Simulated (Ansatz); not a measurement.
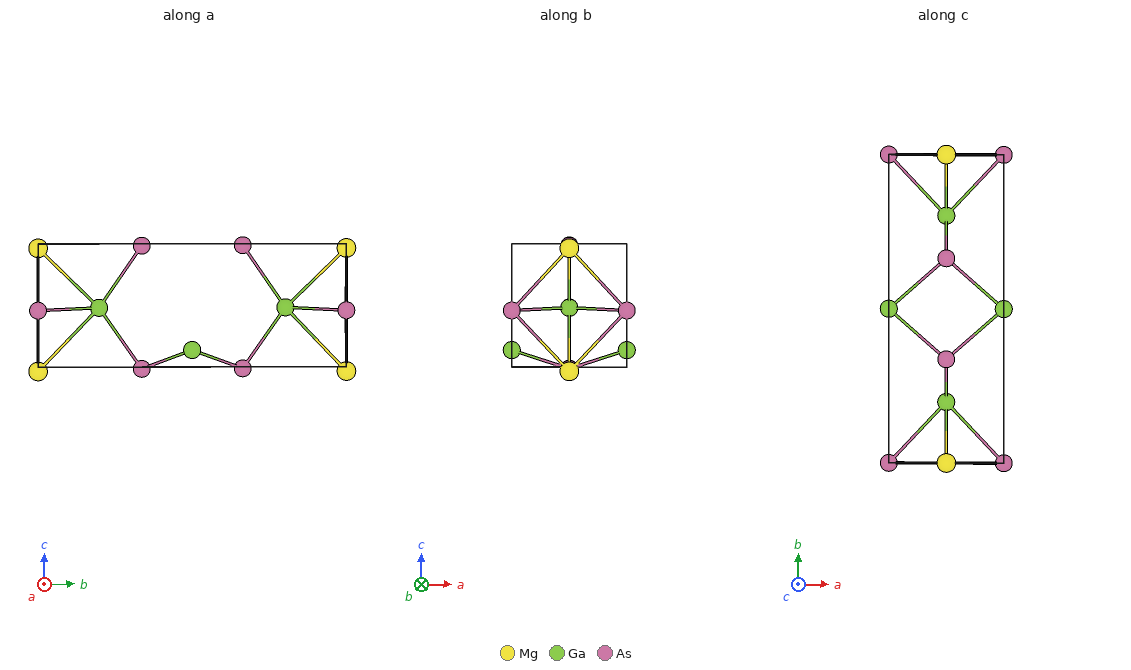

The crystal in a ball-and-stick representation, seen along the a axis, along the b axis and along the c axis. The unit cell is drawn as a box.

Lattice parameters: a = 3.839 Å, b = 10.297 Å, c = 4.113 Å, α = 89.92°, β = 90.04°, γ = 90.18°. Put a along x and b in the xy plane.

Convert the drawing into a POSCAR file, with free fractional coordinates to two decimals.

```
Mg Ga As
1.0
     3.839    0.000    0.000
    -0.031   10.297    0.000
    -0.003    0.006    4.113
Mg Ga As
1 3 3
Direct
  0.50 0.00 0.96
  0.50 0.20 0.48
  0.50 0.80 0.48
  0.00 0.50 0.14
  0.50 0.34 0.99
  0.50 0.66 0.99
  0.00 0.00 0.46
```

The structure was taken from a structure type filled with these elements by a generator (whether the compound takes this form wasn't checked). The final geometry of a relaxation with Ansatz 0.2.0, DFT PBE, scalar-relativistic, plane waves, PAW is shown.
